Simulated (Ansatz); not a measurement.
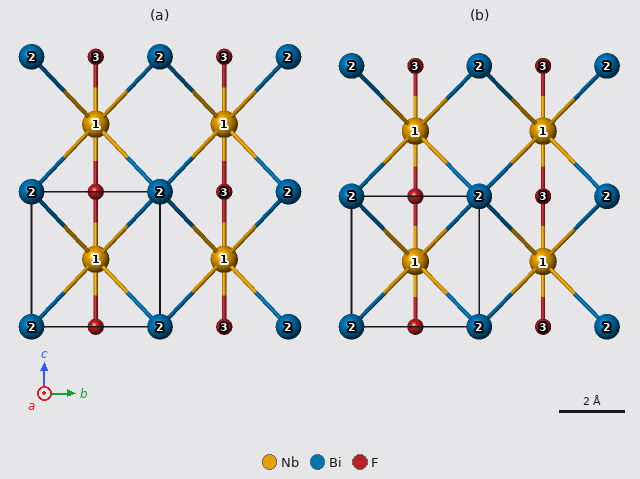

The structure of crystalline NbBiF (a generated structure, set up in P4/mmm) (coarse preliminary run) before (left) and after (right) a relaxation, at one scale.

A ball-and-stick model of the cell of the calculation, repeated 1 × 2 × 2 with one cell outlined, seen along the a axis.

Method: DFT PBE, scalar-relativistic, plane waves, PAW (Ansatz). (plane-wave cutoff 420 eV; k-point mesh 4 × 4 × 4; occupations gaussian; smearing width 0.1 eV; collinear spin; cell and atoms relaxed; force threshold 0.04 eV/Å; at most 70 steps)

### What changed between the two?

No atom moves by more than 0.005 Å relative to the cell. The volume changes by −4.5 %, with a = b 3.985 → 3.962 Å (−0.6 %), c 4.186 → 4.044 Å (−3.4 %). Among the contacts that change: Nb1–F3 2.093 → 2.022 Å, Nb1–Bi2 3.510 → 3.455 Å. The space group stays P4/mmm (No. 123). After 3 accepted moves (4 points after the start) the energy has fallen by 67.2 meV per cell of the calculation. All forces vanish by symmetry, so only the cell relaxes. Pressure: −3.92 GPa at the start and 0.06 GPa at the end. At 1 point the geometry stayed and the basis and grid were re-selected for the new cell (energy shift of 2.5 meV per cell of the calculation at most each time). Cost: 18 s on 1 thread of Arm Neoverse V2, on a shared host, peak memory 0.35 GiB.

Limits of the set-up: the k-point mesh is coarse for a cell with partly filled bands.
